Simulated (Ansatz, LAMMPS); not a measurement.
**Which site? a vacancy of Se in amorphous Hg33S25Se8 (66 atoms)**

Aim: make a vacancy of Se at several sites of amorphous Hg33S25Se8 (66 atoms), relax each, and compare their energies.

Calculated with Ansatz 0.2.0; Kohn-Sham DFT, RPBE, PAW (set soft_1), plane waves.

## 1. Set-up

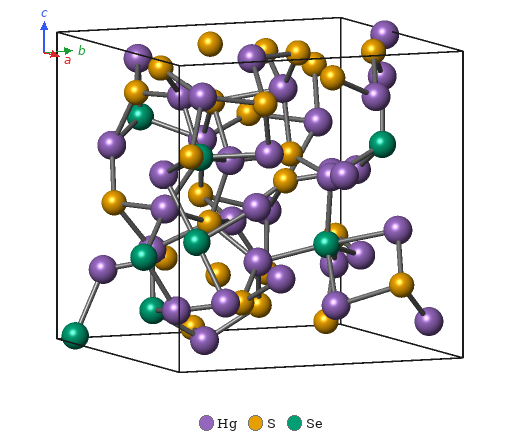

Start, viewed slightly off an axis; mercury purple, sulfur orange, selenium teal. Bonds to atoms that aren't drawn are left out. Some periodic images of atoms are drawn too.

The cell holds 66 atoms: 33 Hg, 25 S and 8 Se. Cell: a = 12.034 Å, b = 12.034 Å, c = 12.034 Å, α = 90.0°, β = 90.0°, γ = 90.0°. 66 atoms (33 Hg, 25 S, 8 Se) placed at random at 7.67 g/cm³, melted at 2500 K for 10 ps at fixed volume with the Stillinger-Weber II-VI potential (Zhou et al., Phys. Rev. B 88, 085309 (2013)). Quenched from 2500 K to 500 K at 1000 K/ps and fixed volume, held 5 ps, then minimised at fixed cell.

What the set-up can't give: The quench rate of 1000 K/ps far exceeds what a furnace or splat quench reaches, so expect more defects and frozen-in strain than in a real sample. The starting topology of bonds comes from the classical model, and needn't be the one that DFT or experiment would give. The Brillouin zone is sampled at Γ only, in a cell whose shortest periodic width is 12 Å. No spin–orbit coupling is included, so levels derived from the heavy atoms are approximate.

## 2. Single point at the start

The forces at the start show how far the geometry lies from a minimum of this functional.

Contents of input.yaml:

```yaml
crystal:
  lattice:
    - [12.034, 0.0, 0.0]
    - [0.0, 12.034, 0.0]
    - [0.0, 0.0, 12.034]
  atoms:
    - { symbol: Hg, position: [0.60601, 0.8852, 0.88103] }
    - { symbol: Hg, position: [0.12646, 0.92294, 0.21418] }
    - { symbol: Hg, position: [0.30774, 0.2019, 0.31488] }
    - { symbol: Hg, position: [0.08021, 0.70611, 0.39308] }
    - { symbol: Hg, position: [0.54078, 0.14722, 0.47532] }
    - { symbol: Hg, position: [0.68947, 0.66844, 0.57195] }
    - { symbol: Hg, position: [0.94261, 0.29754, 0.51768] }
    - { symbol: Hg, position: [0.49075, 0.39807, 0.61582] }
    - { symbol: Hg, position: [0.19908, 0.42705, 0.65208] }
    - { symbol: Hg, position: [0.28044, 0.4966, 0.39156] }
    - { symbol: Hg, position: [0.78314, 0.03793, 0.61904] }
    - { symbol: Hg, position: [0.64044, 0.14446, 0.15473] }
    - { symbol: Hg, position: [0.38357, 0.99006, 0.98646] }
    - { symbol: Hg, position: [0.69502, 0.38721, 0.97136] }
    - { symbol: Hg, position: [0.80611, 0.85419, 0.40207] }
    - { symbol: Hg, position: [0.15204, 0.22012, 0.92071] }
    - { symbol: Hg, position: [0.76599, 0.41816, 0.66626] }
    - { symbol: Hg, position: [0.45513, 0.60079, 0.83748] }
    - { symbol: Hg, position: [0.57426, 0.461, 0.29135] }
    - { symbol: Hg, position: [0.20466, 0.8322, 0.68999] }
    - { symbol: Hg, position: [0.89426, 0.4037, 0.27369] }
    - { symbol: Hg, position: [0.00324, 0.1613, 0.21874] }
    - { symbol: Hg, position: [0.402, 0.34658, 0.02174] }
    - { symbol: Hg, position: [0.83702, 0.95042, 0.10308] }
    - { symbol: Hg, position: [0.22609, 0.09551, 0.65141] }
    - { symbol: Hg, position: [0.44527, 0.86386, 0.55937] }
    - { symbol: Hg, position: [0.04202, 0.95121, 0.50218] }
    - { symbol: Hg, position: [0.86398, 0.14023, 0.87642] }
    - { symbol: Hg, position: [0.94492, 0.60592, 0.60729] }
    - { symbol: Hg, position: [0.78002, 0.64765, 0.16331] }
    - { symbol: Hg, position: [0.51898, 0.84724, 0.28929] }
    - { symbol: Hg, position: [0.92156, 0.72742, 0.85608] }
    - { symbol: Hg, position: [0.54768, 0.20224, 0.84155] }
    - { symbol: S, position: [0.13101, 0.6202, 0.71974] }
    - { symbol: S, position: [0.44218, 0.34699, 0.41168] }
    - { symbol: S, position: [0.49361, 0.61012, 0.62827] }
    - { symbol: S, position: [0.24461, 0.6315, 0.21364] }
    - { symbol: S, position: [0.30361, 0.85157, 0.33011] }
    - { symbol: S, position: [0.1916, 0.39569, 0.03898] }
    - { symbol: S, position: [0.00412, 0.56648, 0.18198] }
    - { symbol: S, position: [0.3454, 0.05258, 0.47877] }
    - { symbol: S, position: [0.99954, 0.54055, 0.93505] }
    - { symbol: S, position: [0.33251, 0.1368, 0.83317] }
    - { symbol: S, position: [0.28824, 0.68164, 0.51452] }
    - { symbol: S, position: [0.868, 0.3583, 0.84385] }
    - { symbol: S, position: [0.26442, 0.62161, 0.93896] }
    - { symbol: S, position: [0.61785, 0.58353, 0.97229] }
    - { symbol: S, position: [0.06089, 0.47989, 0.45404] }
    - { symbol: S, position: [0.67689, 0.07372, 0.95353] }
    - { symbol: S, position: [0.93786, 0.8105, 0.23946] }
    - { symbol: S, position: [0.98836, 0.0457, 0.69948] }
    - { symbol: S, position: [0.76638, 0.78544, 0.98408] }
    - { symbol: S, position: [0.36486, 0.39092, 0.7949] }
    - { symbol: S, position: [0.71059, 0.34442, 0.17892] }
    - { symbol: S, position: [0.23521, 0.84716, 0.04238] }
    - { symbol: S, position: [0.06994, 0.87668, 0.86068] }
    - { symbol: S, position: [0.44946, 0.51875, 0.1342] }
    - { symbol: S, position: [0.13657, 0.3221, 0.26294] }
    - { symbol: Se, position: [0.42282, 0.15591, 0.13103] }
    - { symbol: Se, position: [0.65746, 0.02253, 0.33703] }
    - { symbol: Se, position: [0.64452, 0.86944, 0.66344] }
    - { symbol: Se, position: [0.65606, 0.2206, 0.65299] }
    - { symbol: Se, position: [0.02564, 0.0533, 0.00989] }
    - { symbol: Se, position: [0.90221, 0.10369, 0.40846] }
    - { symbol: Se, position: [0.64693, 0.67242, 0.34694] }
    - { symbol: Se, position: [0.05317, 0.2709, 0.71717] }
kpoints:
  mp_grid: { grid: [1, 1, 1] }
hamiltonian:
  xc: rpbe
  pseudopotentials: { kind: paw, azcp: { folder: soft_1 } }
scf:
  occupations: { method: gaussian, width: 0.025 }
output:
  forces: true
```

Command:

```sh
ansatz run input.yaml --threads 8 --pin off --max-ram 15872MiB --backend cpu --events-out ev --progress --plain --runs-dir out
```

Numbers of over 12 decimals in the logs are rounded to 6 here.

The log of the run:

```text
[...]
Pseudopotentials: kind: paw
Pseudopotential: Hg, paw, valence charge 20, recommended cutoff 420 eV (normal), soft_1/Hg.paw.azcp
Pseudopotential: S, paw, valence charge 6, recommended cutoff 420 eV (normal), soft_1/S.paw.azcp
Pseudopotential: Se, paw, valence charge 16, recommended cutoff 420 eV (normal), soft_1/Se.paw.azcp
[... 5 lines on functional and potentials left out ...]
Crystal: 66 atoms, lattice volume = 1742.730 Å³
Basis set: ecut = 420 eV, 34049 PW (Γ), exchange–correlation on 162×162×162 points (8 copies of the dense FFT grid, shifted against one another)
Bands: 535, of which v1, the nominal top of the filled ones, is band 469 counted from 1 (468 counted from 0)
Symmetry: 1 space group operations
Space group: P1 (ITA 1), of the structure as read, at distance tolerance 1.2e-4 Å
k-points: 1
[... 10 lines on functional and potentials left out ...]
Initial density: superposition of atomic densities (chi_scale 0.1, normalization cell, long waves kept (reshape's long-wave potential 0.57 eV rms))
Initial wavefunctions: pseudopotential atomic-orbital guess
[...]
SCF iter   1: F=—  HF=-522828.976431 eV  |F-HF|=—  |Δ(HF+E_count)|=         —  Δρ=3.58e-2  dr2=9.85e1  ethr=3.10e-3  ⟨swp⟩=6.0  Hψ=1885  notcnv=0  defer=2
preconditioner: auto → LDOS  [insulator: Δε(μ)=0.033 eV  Ē_g=8.946 eV  σ=0.025 eV  W_gap=0.65  n_scr=460 (ndim 8)  ℏωp=21.7 eV  f_vac=0.102  D(μ)=58.98/eV (n_scr^D=460)  ε∞_Penn≈6.9  β→1.0]
[...]
SCF iter  18: F=—  HF=-522819.063170 eV  |F-HF|=—  |Δ(HF+E_count)|=   2.90e-8  Δρ=2.28e-6  dr2=2.78e-7  ethr=6.38e-11  ⟨swp⟩=2.0  Hψ=523  notcnv=0  defer=54
SCF iter  19: F=-522819.063170 eV  HF=-522819.063170 eV  |F-HF|=8.06e-8  |Δ(HF+E_count)|=   1.47e-8  Δρ=1.45e-6  dr2=9.78e-8  ethr=1.07e-11  ⟨swp⟩=3.0  Hψ=1511  notcnv=0
SCF 1 converged in 19 iterations: F = -522819.063170 eV  dr2 = 9.78e-8
[...]
SCF converged after 19 iterations
Free energy (F): -522819.063170 eV
Harris-Foulkes:  -522819.063170 eV  (|F-HF|=8.06e-8)
Internal energy: -522819.033031 eV  (E = F + TS)
E sigma→0 (E₀):  -522819.048100 eV
Entropy (-TS):   -0.030140 eV (-0.457 meV/atom)
Fermi energy:    8.544702 eV
--- Per-component energies (eV) ---
[...]
Σ components = -522819.063170   (vs F -522819.063170, Δ=0.00e0)
--- Forces (eV/Å), atoms counted from 1 ---
  atom   1  Hg    -0.68810635    -0.37709099     0.12368659
  atom   2  Hg     0.37521639    -0.30407603    -0.14510153
  atom   3  Hg    -0.82154800    -0.26229535    -0.15761128
  atom   4  Hg     0.36899876     0.24584715     0.18047558
[...]
atom  66  Se     0.59313264    -0.23450540    -0.70318166
  max |Σ_I F_I| component: 4.08e-5 eV/Å
```

The job ended after 40 s (8 threads of Intel Xeon Platinum 8175M at 2.50GHz (Skylake/Cascade Lake), shared host; peak memory 2.7 GiB).

The r.m.s. force at the start is 0.41 eV/Å.

## 3. Relaxation

The atoms are relaxed in the fixed cell, aiming at the force tolerance of the input.

Contents of input.yaml:

```yaml
crystal:
  lattice:
    - [12.034, 0.0, 0.0]
    - [0.0, 12.034, 0.0]
    - [0.0, 0.0, 12.034]
  atoms:
    [... the 66 atom lines of step 2 ...]
kpoints:
  mp_grid: { grid: [1, 1, 1] }
hamiltonian:
  xc: rpbe
  pseudopotentials: { kind: paw, azcp: { folder: soft_1 } }
scf:
  occupations: { method: gaussian, width: 0.025 }
output:
  forces: true
relax:
  f_tol: 0.05
  max_steps: 120
```

The log of the run:

```text
[...]
Crystal: 66 atoms, lattice volume = 1742.730 Å³
Basis set: ecut = 420 eV, 34049 PW (Γ), exchange–correlation on 162×162×162 points (8 copies of the dense FFT grid, shifted against one another)
Bands: 563, of which v1, the nominal top of the filled ones, is band 469 counted from 1 (468 counted from 0)
Symmetry: 1 space group operations
[...]
k-points: 1
[...]
SCF iter   1: F=—  HF=-522828.989588 eV  |F-HF|=—  |Δ(HF+E_count)|=         —  Δρ=3.58e-2  dr2=9.85e1  ethr=3.10e-3  ⟨swp⟩=6.0  Hψ=2005  notcnv=0  defer=28
[...]
SCF iter  12: F=—  HF=-522819.063176 eV  |F-HF|=—  |Δ(HF+E_count)|=   8.92e-6  Δρ=3.57e-5  dr2=7.61e-5  ethr=1.65e-8  ⟨swp⟩=2.0  Hψ=557  notcnv=0  defer=82
SCF iter  13: F=-522819.063152 eV  HF=-522819.063173 eV  |F-HF|=2.12e-5  |Δ(HF+E_count)|=   3.33e-6  Δρ=2.16e-5  dr2=2.48e-5  ethr=6.66e-9  ⟨swp⟩=3.0  Hψ=1324  notcnv=0
SCF 1 converged in 13 iterations: F = -522819.063152 eV  dr2 = 2.48e-5
[...]
relax step   1: F+E_penalty+E_count = -522819.06315163 eV  Δ(F+E_penalty+E_count) = +0.000e0 eV  max|allowed force component| = 1.018e0 eV/Å  Δτ_max = 0.0000 Å  (13 SCF iters, dr2 threshold 6.25e-5 eV, accepted)
[...]
relax step   2: F+E_penalty+E_count = -522822.78238952 eV  Δ(F+E_penalty+E_count) = -3.719e0 eV  max|allowed force component| = 1.503e0 eV/Å  Δτ_max = 0.1945 Å  (10 SCF iters, dr2 threshold 6.48e-5 eV, accepted)
[...]
relax step   3: F+E_penalty+E_count = -522824.94018086 eV  Δ(F+E_penalty+E_count) = -2.158e0 eV  max|allowed force component| = 1.981e0 eV/Å  Δτ_max = 0.1951 Å  (8 SCF iters, dr2 threshold 1.00e-4 eV, accepted)
relax step   4: F+E_penalty+E_count = -522826.93516860 eV  Δ(F+E_penalty+E_count) = -1.995e0 eV  max|allowed force component| = 1.527e0 eV/Å  Δτ_max = 0.1958 Å  (8 SCF iters, dr2 threshold 1.00e-4 eV, accepted)
relax step   5: F+E_penalty+E_count = -522828.69667743 eV  Δ(F+E_penalty+E_count) = -1.762e0 eV  max|allowed force component| = 2.546e0 eV/Å  Δτ_max = 0.1954 Å  (8 SCF iters, dr2 threshold 1.00e-4 eV, accepted)
relax step   6: F+E_penalty+E_count = -522830.64015878 eV  Δ(F+E_penalty+E_count) = -1.943e0 eV  max|allowed force component| = 1.418e0 eV/Å  Δτ_max = 0.1918 Å  (7 SCF iters, dr2 threshold 1.00e-4 eV, accepted)
relax step   7: F+E_penalty+E_count = -522832.34331171 eV  Δ(F+E_penalty+E_count) = -1.703e0 eV  max|allowed force component| = 1.056e0 eV/Å  Δτ_max = 0.2000 Å  (7 SCF iters, dr2 threshold 1.00e-4 eV, accepted)
relax step   8: F+E_penalty+E_count = -522833.21779973 eV  Δ(F+E_penalty+E_count) = -8.745e-1 eV  max|allowed force component| = 1.206e0 eV/Å  Δτ_max = 0.1943 Å  (7 SCF iters, dr2 threshold 1.00e-4 eV, accepted)
relax step   9: F+E_penalty+E_count = -522834.04559542 eV  Δ(F+E_penalty+E_count) = -8.278e-1 eV  max|allowed force component| = 6.723e-1 eV/Å  Δτ_max = 0.1948 Å  (7 SCF iters, dr2 threshold 1.00e-4 eV, accepted)
relax step  10: F+E_penalty+E_count = -522834.57833316 eV  Δ(F+E_penalty+E_count) = -5.327e-1 eV  max|allowed force component| = 4.298e-1 eV/Å  Δτ_max = 0.1952 Å  (6 SCF iters, dr2 threshold 1.00e-4 eV, accepted)
relax step  11: F+E_penalty+E_count = -522835.03527363 eV  Δ(F+E_penalty+E_count) = -4.569e-1 eV  max|allowed force component| = 3.278e-1 eV/Å  Δτ_max = 0.2000 Å  (7 SCF iters, dr2 threshold 5.74e-5 eV, accepted)
relax step  12: F+E_penalty+E_count = -522835.41036128 eV  Δ(F+E_penalty+E_count) = -3.751e-1 eV  max|allowed force component| = 2.099e-1 eV/Å  Δτ_max = 0.1962 Å  (7 SCF iters, dr2 threshold 4.39e-5 eV, accepted)
relax step  13: F+E_penalty+E_count = -522835.71638210 eV  Δ(F+E_penalty+E_count) = -3.060e-1 eV  max|allowed force component| = 1.607e-1 eV/Å  Δτ_max = 0.1950 Å  (8 SCF iters, dr2 threshold 1.81e-5 eV, accepted)
relax step  14: F+E_penalty+E_count = -522835.90313157 eV  Δ(F+E_penalty+E_count) = -1.867e-1 eV  max|allowed force component| = 2.398e-1 eV/Å  Δτ_max = 0.1959 Å  (8 SCF iters, dr2 threshold 1.06e-5 eV, accepted)
relax step  15: F+E_penalty+E_count = -522836.08283886 eV  Δ(F+E_penalty+E_count) = -1.797e-1 eV  max|allowed force component| = 1.744e-1 eV/Å  Δτ_max = 0.1942 Å  (7 SCF iters, dr2 threshold 3.37e-5 eV, accepted)
relax step  16: F+E_penalty+E_count = -522836.26955119 eV  Δ(F+E_penalty+E_count) = -1.867e-1 eV  max|allowed force component| = 1.993e-1 eV/Å  Δτ_max = 0.1948 Å  (7 SCF iters, dr2 threshold 1.61e-5 eV, accepted)
relax step  17: F+E_penalty+E_count = -522836.45210643 eV  Δ(F+E_penalty+E_count) = -1.826e-1 eV  max|allowed force component| = 2.725e-1 eV/Å  Δτ_max = 0.1922 Å  (6 SCF iters, dr2 threshold 2.10e-5 eV, accepted)
relax step  18: F+E_penalty+E_count = -522836.61703315 eV  Δ(F+E_penalty+E_count) = -1.649e-1 eV  max|allowed force component| = 2.623e-1 eV/Å  Δτ_max = 0.1958 Å  (6 SCF iters, dr2 threshold 7.43e-5 eV, accepted)
[...]
relax step  22: F+E_penalty+E_count = -522837.00759957 eV  Δ(F+E_penalty+E_count) = -6.547e-2 eV  max|allowed force component| = 1.740e-1 eV/Å  Δτ_max = 0.1820 Å  (6 SCF iters, dr2 threshold 3.98e-5 eV, accepted)
relax step  23: F+E_penalty+E_count = -522837.06954447 eV  Δ(F+E_penalty+E_count) = -6.194e-2 eV  max|allowed force component| = 1.616e-1 eV/Å  Δτ_max = 0.0824 Å  (6 SCF iters, dr2 threshold 2.26e-5 eV, accepted)
relax step  24: F+E_penalty+E_count = -522837.11389767 eV  Δ(F+E_penalty+E_count) = -4.435e-2 eV  max|allowed force component| = 2.480e-1 eV/Å  Δτ_max = 0.1344 Å  (7 SCF iters, dr2 threshold 1.95e-5 eV, accepted)
[...]
relax step  26: F+E_penalty+E_count = -522837.16760947 eV  Δ(F+E_penalty+E_count) = -2.563e-2 eV  max|allowed force component| = 1.934e-1 eV/Å  Δτ_max = 0.1055 Å  (9 SCF iters, accepted)
[...]
relax step  39: F+E_penalty+E_count = -522837.44001565 eV  Δ(F+E_penalty+E_count) = -1.044e-2 eV  max|allowed force component| = 5.092e-2 eV/Å  Δτ_max = 0.0672 Å  (9 SCF iters, accepted)
relax step  40: F+E_penalty+E_count = -522837.45122908 eV  Δ(F+E_penalty+E_count) = -1.121e-2 eV  max|allowed force component| = 9.417e-2 eV/Å  Δτ_max = 0.0946 Å  (9 SCF iters, accepted)
[...]
relax step  43: F+E_penalty+E_count = -522837.47997228 eV  Δ(F+E_penalty+E_count) = -8.141e-3 eV  max|allowed force component| = 8.436e-2 eV/Å  Δτ_max = 0.0665 Å  (9 SCF iters, accepted)
[...]
relax step  45: F+E_penalty+E_count = -522837.50200491 eV  Δ(F+E_penalty+E_count) = -1.179e-2 eV  max|allowed force component| = 8.356e-2 eV/Å  Δτ_max = 0.1016 Å  (7 SCF iters, dr2 threshold 8.56e-6 eV, accepted)
relax step  46: F+E_penalty+E_count = -522837.51404482 eV  Δ(F+E_penalty+E_count) = -1.204e-2 eV  max|allowed force component| = 1.145e-1 eV/Å  Δτ_max = 0.1132 Å  (8 SCF iters, dr2 threshold 5.69e-6 eV, accepted)
relax step  47: F+E_penalty+E_count = -522837.53003846 eV  Δ(F+E_penalty+E_count) = -1.599e-2 eV  max|allowed force component| = 1.026e-1 eV/Å  Δτ_max = 0.1048 Å  (7 SCF iters, dr2 threshold 1.07e-5 eV, accepted)
relax step  48: F+E_penalty+E_count = -522837.54742638 eV  Δ(F+E_penalty+E_count) = -1.739e-2 eV  max|allowed force component| = 8.954e-2 eV/Å  Δτ_max = 0.1503 Å  (8 SCF iters, dr2 threshold 8.46e-6 eV, accepted)
relax step  49: F+E_penalty+E_count = -522837.58239945 eV  Δ(F+E_penalty+E_count) = -3.497e-2 eV  max|allowed force component| = 1.418e-1 eV/Å  Δτ_max = 0.1950 Å  (8 SCF iters, dr2 threshold 6.10e-6 eV, accepted)
relax step  50: F+E_penalty+E_count = -522837.62734577 eV  Δ(F+E_penalty+E_count) = -4.495e-2 eV  max|allowed force component| = 1.169e-1 eV/Å  Δτ_max = 0.1948 Å  (7 SCF iters, dr2 threshold 1.53e-5 eV, accepted)
relax step  51: F+E_penalty+E_count = -522837.66524346 eV  Δ(F+E_penalty+E_count) = -3.790e-2 eV  max|allowed force component| = 1.344e-1 eV/Å  Δτ_max = 0.1951 Å  (7 SCF iters, dr2 threshold 9.29e-6 eV, accepted)
relax step  52: F+E_penalty+E_count = -522837.66350503 eV  Δ(F+E_penalty+E_count) = +1.738e-3 eV  max|allowed force component| = 1.615e-1 eV/Å  Δτ_max = 0.1832 Å  (8 SCF iters, dr2 threshold 1.23e-5 eV, rejected (line search))
relax step  53: F+E_penalty+E_count = -522837.69252531 eV  Δ(F+E_penalty+E_count) = -2.728e-2 eV  max|allowed force component| = 6.065e-2 eV/Å  Δτ_max = 0.0916 Å  (10 SCF iters, accepted)
relax step  54: F+E_penalty+E_count = -522837.70590216 eV  Δ(F+E_penalty+E_count) = -1.338e-2 eV  max|allowed force component| = 6.483e-2 eV/Å  Δτ_max = 0.0979 Å  (9 SCF iters, accepted)
relax step  55: F+E_penalty+E_count = -522837.71295624 eV  Δ(F+E_penalty+E_count) = -7.054e-3 eV  max|allowed force component| = 6.674e-2 eV/Å  Δτ_max = 0.0489 Å  (9 SCF iters, accepted)
relax step  56: F+E_penalty+E_count = -522837.68617690 eV  Δ(F+E_penalty+E_count) = +2.678e-2 eV  max|allowed force component| = 1.331e-1 eV/Å  Δτ_max = 0.2000 Å  (8 SCF iters, dr2 threshold 4.45e-6 eV, rejected (line search))
relax step  57: F+E_penalty+E_count = -522837.72607267 eV  Δ(F+E_penalty+E_count) = -1.312e-2 eV  max|allowed force component| = 3.022e-2 eV/Å  Δτ_max = 0.0975 Å  (10 SCF iters, accepted)
relax step  58: F+E_penalty+E_count = -522837.73087607 eV  Δ(F+E_penalty+E_count) = -4.803e-3 eV  max|allowed force component| = 4.040e-2 eV/Å  Δτ_max = 0.0849 Å  (9 SCF iters, accepted)
relax step  59: F+E_penalty+E_count = -522837.73599274 eV  Δ(F+E_penalty+E_count) = -5.117e-3 eV  max|allowed force component| = 4.550e-2 eV/Å  Δτ_max = 0.0671 Å  (9 SCF iters, accepted)
relax step  60: F+E_penalty+E_count = -522837.74576552 eV  Δ(F+E_penalty+E_count) = -9.773e-3 eV  max|allowed force component| = 7.960e-2 eV/Å  Δτ_max = 0.1387 Å  (10 SCF iters, accepted)
relax step  61: F+E_penalty+E_count = -522837.75380696 eV  Δ(F+E_penalty+E_count) = -8.041e-3 eV  max|allowed force component| = 4.882e-2 eV/Å  Δτ_max = 0.0530 Å  (7 SCF iters, dr2 threshold 6.34e-6 eV, accepted)
[...]
relax step  62: F+E_penalty+E_count = -522837.75380855 eV  Δ(F+E_penalty+E_count) = -1.586e-6 eV  max|allowed force component| = 4.883e-2 eV/Å  Δτ_max = 0.0000 Å  (4 SCF iters, accepted)
SCF converged after 4 iterations
Free energy (F): -522837.753809 eV
[...]
Internal energy: -522837.753809 eV  (E = F + TS)
E sigma→0 (E₀):  -522837.753809 eV
Fermi energy:    8.662663 eV
[...]
Σ components = -522837.753809   (vs F -522837.753809, Δ=0.00e0)
--- Forces (eV/Å), atoms counted from 1 ---
  atom   1  Hg    -0.00851277    -0.00248191     0.00609458
  atom   2  Hg     0.01420039     0.00995401    -0.01241533
  atom   3  Hg     0.03757508    -0.02595936    -0.01715783
  atom   4  Hg     0.00892763     0.00420143    -0.01065975
[...]
atom  66  Se    -0.02251718    -0.01552422    -0.02308365
  max |Σ_I F_I| component: 3.64e-5 eV/Å
--- Relaxed structure (62 steps of the walk, 60 accepted, 0 SCFs on fresh bases) ---
  F+E_penalty+E_count = -522837.75380855 eV   max|allowed force component| = 4.883e-2 eV/Å
  atoms:
    - { symbol: Hg, position: [0.528018, 0.883566, 0.879013] }
    - { symbol: Hg, position: [0.104331, 0.857453, 0.094199] }
    - { symbol: Hg, position: [0.294291, 0.184198, 0.291154] }
    - { symbol: Hg, position: [0.037963, 0.702691, 0.353653] }
[...]
- { symbol: Se, position: [0.123216, 0.280698, 0.698633] }
```

Run time: 15 min. Hardware: 8 threads; peak memory 2.8 GiB.

The relaxation converged after 62 steps, 18.7 eV below its start, with a largest force component of 0.049 eV/Å.

(Part 1 of 3 ends here.)

[Logs are printed without paths, hosts, clocks, repeated set-up lines and the standing remarks that a program may print on its own settings, such as how far it seeks lower states.]

[Hosts, paths, dates, database ids (printed as entryN), source tags and the programs' standing remarks are cut or masked in the printed files.]
